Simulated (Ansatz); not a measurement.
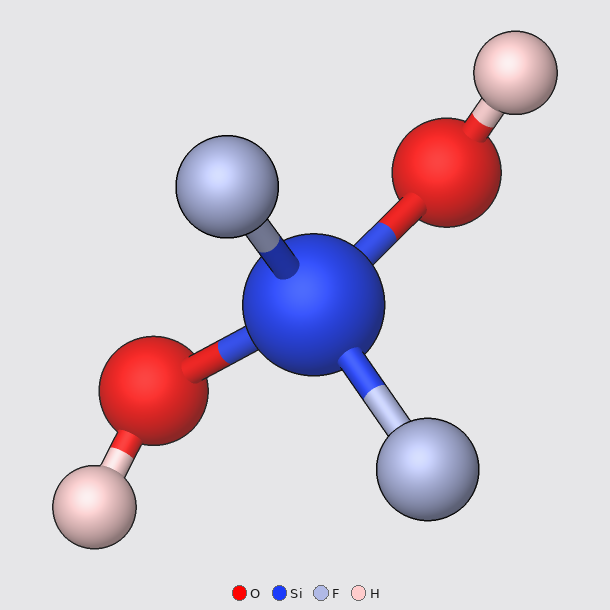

The picture shows a molecular structure as a ball-and-stick model. Every bond is drawn as one stick, whatever its order.

Identify the structure.

It has 7 atoms: 2 fluorine, 2 hydrogen, 2 oxygen and 1 silicon (F2H2O2Si). SMILES: `O[Si](O)(F)F`. It has no ring. Among its groups: Si–O bond. This geometry has C2 symmetry. Coordination: 2 O bent; 1 Si tetrahedral.

The parts below concern this one geometry. Atoms keep their numbers from picture to picture. Computed geometry: PBE0-D4/def2-TZVP optimisation.

Levels of theory compared

Program: Ansatz 0.2.0.

Compare HOMO–LUMO gap (eV) at these levels: B97M-V/def2-TZVPP; BHLYP-D4/def2-TZVPP; PBE0-D4/def2-SVP; SPW92 (LDA)/def2-TZVPP; r2SCAN0-D4/def2-TZVPP; r2SCANh-D4/def2-TZVPP; ωB97M-V/def2-TZVPP; ωB97X-V/def2-TZVPP.

| level | HOMO–LUMO gap (eV) |
| --- | --- |
| B97M-V/def2-TZVPP | 8.51 |
| BHLYP-D4/def2-TZVPP | 12.90 |
| PBE0-D4/def2-SVP | 10.74 |
| SPW92 (LDA)/def2-TZVPP | 7.72 |
| r2SCAN0-D4/def2-TZVPP | 11.23 |
| r2SCANh-D4/def2-TZVPP | 9.79 |
| ωB97M-V/def2-TZVPP | 14.47 |
| ωB97X-V/def2-TZVPP | 15.00 |

Vibrations

Harmonic vibrations computed with RKS PBE0-D4/def2-TZVP (Ansatz 0.2.0) at a stationary point of the same level.

List the wavenumbers.

Answer. 15 modes: 134, 190, 255, 307, 367, 376, 382, 777, 784, 840, 957, 1005, 1057, 3943, 3943 cm⁻¹.

Charges

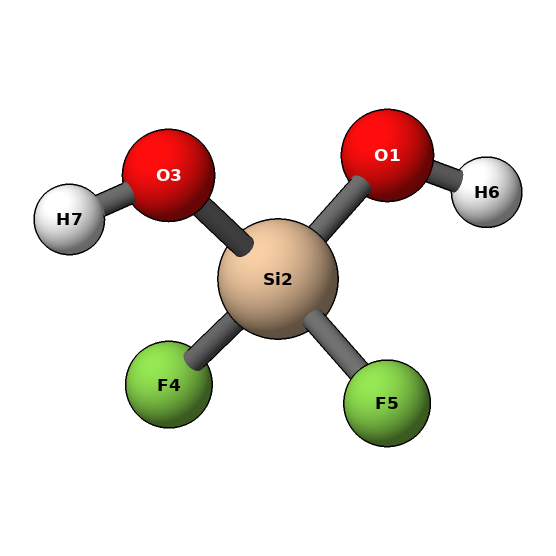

The questions are on Mulliken charges. Properties computed with RKS ωB97M-V/def2-TZVPP (Ansatz 0.2.0).

Which atom carries the highest charge (most positive or least negative)?

Answer. Si2 (0.92 e).

And the lowest?

Answer. O1, O3 (−0.35 e).

Give the Mulliken charges atom by atom.

```
atom  value (e)
  O1      −0.35
 Si2       0.92
  O3      −0.35
  F4      −0.30
  F5      −0.30
  H6       0.19
  H7       0.19
```

Mulliken values depend strongly on the basis set and can even reverse the polarity of a bond.
